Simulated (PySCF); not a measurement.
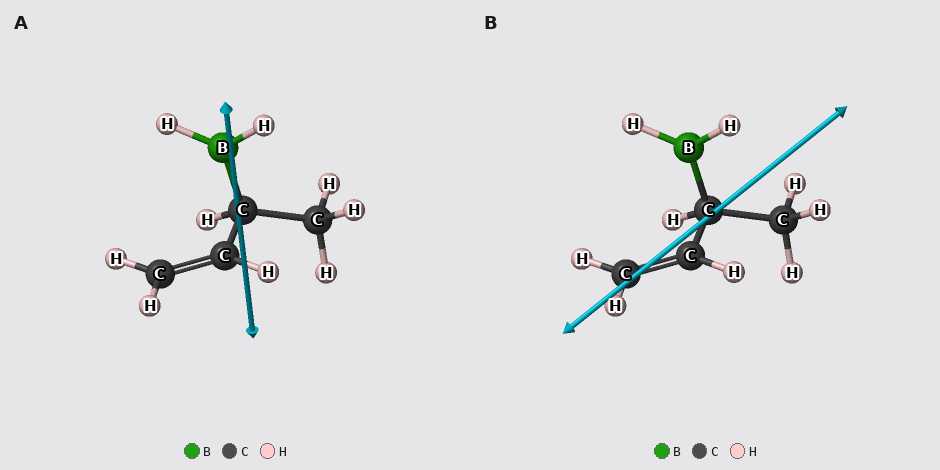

The double arrows show the directions of two transition dipoles from the ground state (lengths mean nothing). Computed geometry: GFN2-xTB optimisation. No frequency run is at hand to confirm it as a minimum. Method: TDDFT CAM-B3LYP/def2-SVPD, vertical, gas phase, core orbitals frozen in the response (PySCF 2.14.0).

One belongs to singlet state 5 and one to singlet state 7. Which is which?

Answer. A: state 5, 7.48 eV (166 nm), oscillator strength 0.019, mainly HOMO → LUMO+1 (weight 0.81).
B: state 7, 7.97 eV (155 nm), oscillator strength 0.038, of mixed character, with the largest part HOMO → LUMO+3 (weight 0.37).

The geometry is semi-empirical. Around B such bond lengths and angles can be off by a tenth of an ångström or more and by several degrees, and values that hang on the shape move with them.
